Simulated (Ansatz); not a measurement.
**[NO2]− (nitrite) at PBE-QIDH/def2-TZVPPD**

What is the vertical singlet–triplet gap of [NO2]− (nitrite) at PBE-QIDH/def2-TZVPPD? 

Program for the calculation: Ansatz 0.2.0.

1 further run of the same task is left out (it didn't finish).

## Step 1: The structure to begin with

[NO2]− has 3 atoms, charge -1, and is taken as a singlet. As SMILES, `O=N[O-]`. The coordinates come from a PBE0-D4/def2-TZVPD relaxation.

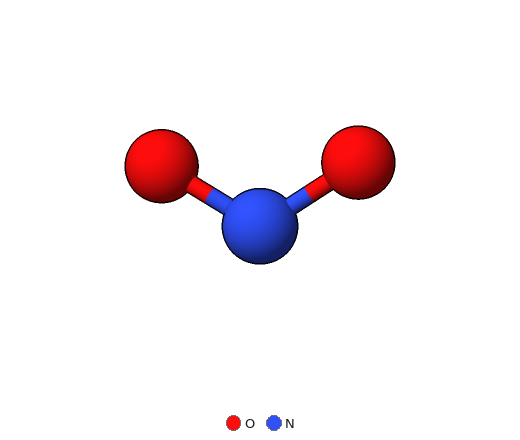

The structure, seen from a chosen angle (oxygen red, nitrogen blue).

## Step 2: A single-point energy at PBE-QIDH/def2-TZVPPD

The input, run.yaml:

```yaml
crystal:
  periodic: [false, false, false]
  atoms:
    - {symbol: O, position_ang: [0.322840, 0.992650, 0.287620]}
    - {symbol: N, position_ang: [0.325750, -0.245400, 0.151990]}
    - {symbol: O, position_ang: [-0.648590, -0.747260, -0.439610]}
basis:
  gaussian: {orbitals: def2-TZVPPD.json}
total_charge: -1
hamiltonian: {xc: {name: PBE-QIDH}}
correlation: {frozen_orbitals: {"N": 1, O: 1}}
accuracy: high
output: {orbitals: {seedname: orbitals}}
```

The basis set def2-TZVPPD is read from a file made from the Basis Set Exchange's data (not shown).

Launch:

```
ansatz run run.yaml --threads 1 --pin off --max-ram 3480MiB --events-out events.jsonl --progress --plain --runs-dir runs
```

Log:

```text
Warning: RAYON_NUM_THREADS=1 ignored (pool sized by the plan → 1); use --threads N
Functional definition: PBE-QIDH
  name "PBE-QIDH"
  parameter a = 3^(-1/3)
  parameter c = 1/3
  exchange = (1 - a)*pbe_x + a*exact_x
  correlation = (1 - c)*pbe_c + c*(mp2_os + mp2_ss)
1793 factors; integrals over basis functions are off by at most 3.7e-9 eV
mean field evaluation 1: about -5568.2279 eV, gradient 3.8e1 eV
mean field evaluation 2: about -5568.2293 eV, gradient 3.8e1 eV
mean field evaluation 4: about -5570.8636 eV, gradient 5.2e0 eV
mean field evaluation 8: about -5570.9102 eV, gradient 6.1e-2 eV
mean field evaluation 16: about -5570.9102 eV, gradient 1.2e-5 eV
mean field -5570.91023718 eV, -204.7271751176 hartree, gradient 1.5e-8 eV, S^2 0.000000; 0 other end points of the search recorded, 0 dependent functions left out
3 core orbitals not correlated: weight in the atoms' cores, before any rotation towards them, 1.000 or more for the frozen orbitals, at most 0.000 for the correlated occupied ones
reference -5570.91023814 eV, -204.7271751532 hartree; 9, 9 occupied and 105, 105 virtual orbitals, 1793 factors
second order -21.43006631 eV of doubles, -0.00000000 eV of singles
Total energy: -5578.05359358 eV, -204.9896886236 hartree
```

Run time: 13 s. Hardware: 1 thread of Intel Xeon Platinum 8259CL at 2.50GHz (Skylake/Cascade Lake), shared host; peak memory 0.3 GiB.

## Step 3: The triplet

The input, run.yaml:

```yaml
crystal:
  periodic: [false, false, false]
  atoms:
    - symbol: O
      position_ang: [0.322840, 0.992650, 0.287620]
    - symbol: N
      position_ang: [0.325750, -0.245400, 0.151990]
    - symbol: O
      position_ang: [-0.648590, -0.747260, -0.439610]
basis:
  gaussian:
    orbitals: def2-TZVPPD.json
total_charge: -1
magnetization:
  spin_polarized: true
  initial_magnetization: 2
hamiltonian:
  xc: {name: PBE-QIDH}
correlation:
  frozen_orbitals: {"N": 1, O: 1}
accuracy: high
output:
  orbitals: {seedname: orbitals}
```

The basis set def2-TZVPPD is read from a file made from the Basis Set Exchange's data (not shown).

Launch:

```
ansatz run run.yaml --threads 1 --pin off --max-ram 3480MiB --events-out events.jsonl --progress --plain --runs-dir runs
```

Log (excerpt; [...] marks lines left out):

```text
Warning: RAYON_NUM_THREADS=1 ignored (pool sized by the plan → 1); use --threads N
Functional definition: PBE-QIDH
  name "PBE-QIDH"
[...]
1793 factors; integrals over basis functions are off by at most 3.7e-9 eV
[...]
mean field -5568.83241968 eV, -204.6508167331 hartree, gradient 4.6e-8 eV, S^2 2.031941; 8 other end points of the search recorded, 0 dependent functions left out
3 core orbitals not correlated: weight in the atoms' cores, before any rotation towards them, 1.000 or more for the frozen orbitals, at most 0.000 for the correlated occupied ones
reference -5568.83242065 eV, -204.6508167685 hartree; 10, 8 occupied and 104, 106 virtual orbitals, 1793 factors
second order -20.11012062 eV of doubles, -0.00000000 eV of singles
Total energy: -5575.53579419 eV, -204.8971612024 hartree
```

It took 73 s on 1 thread of Intel Xeon Platinum 8259CL at 2.50GHz (Skylake/Cascade Lake), shared host; peak memory 0.45 GiB.

## Step 4: Outcome

At PBE-QIDH/def2-TZVPPD, 3 core orbitals frozen:

| quantity | value |
| --- | --- |
| singlet: total energy | -204.98969 Eh |
| singlet: HOMO energy (SCF part's orbitals) | -2.67 eV |
| singlet: LUMO energy (SCF part's orbitals) | 6.12 eV |
| singlet: HOMO–LUMO gap (to an unbound level, set by the basis) | 8.79 eV |
| triplet: total energy | -204.89716 Eh |
| triplet: HOMO energy (SCF part's orbitals) (highest over α and β) | -0.61 eV |
| triplet: LUMO energy (SCF part's orbitals) (lowest over α and β) | 5.54 eV |
| triplet: ⟨S²⟩ | 2.032 |
| vertical energy of the triplet above the singlet | 2.518 eV |

What this shows: At this shape the triplet lies 2.52 eV (58 kcal/mol) above the singlet.
